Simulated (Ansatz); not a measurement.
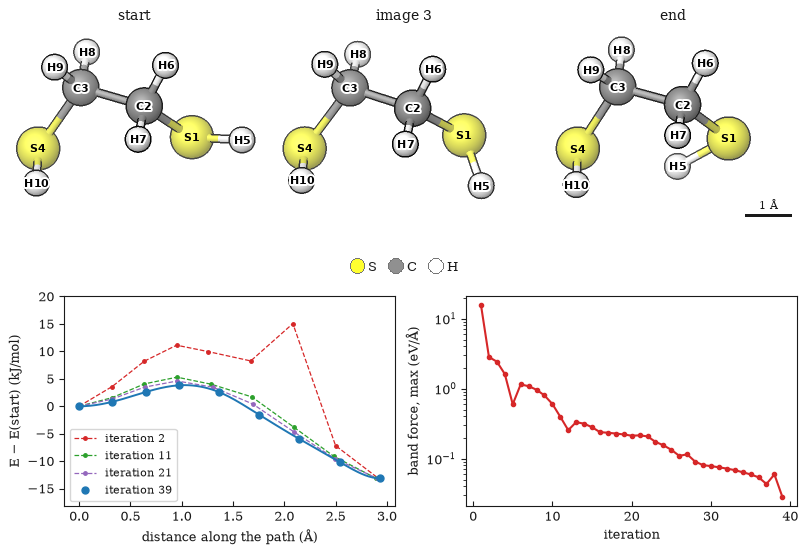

A search for the minimum-energy path of C2H6S2 by the nudged elastic band. Images are numbered from 0 (start) to 8 (end). The plot follows the band through its iterations. A ball-and-stick model, seen at a tilt.

All numbers below come from Ansatz, RKS PBE/STO-3G. Run with 7 movable images; climbing image from the first iteration; force threshold 0.03 eV/Å; iteration limit 60; optimiser FIRE; starting path through a guess of the saddle point.

**Did the band converge, and can the barrier be trusted?**

The run is converged, with reservations. The band converged in 39 iterations. The largest component of the band force went from 15 to 0.029 eV/Å. The climbing image converged on the top of the path. Its curvatures weren't checked. The first iteration put the highest image at 228.0 kJ/mol. Forward barrier 3.8 kJ/mol, backward barrier 17.0 kJ/mol, with image 3 at the top; the reaction energy is −13.2 kJ/mol.

Limits of the set-up: STO-3G is a minimal basis, so the numbers are rough.
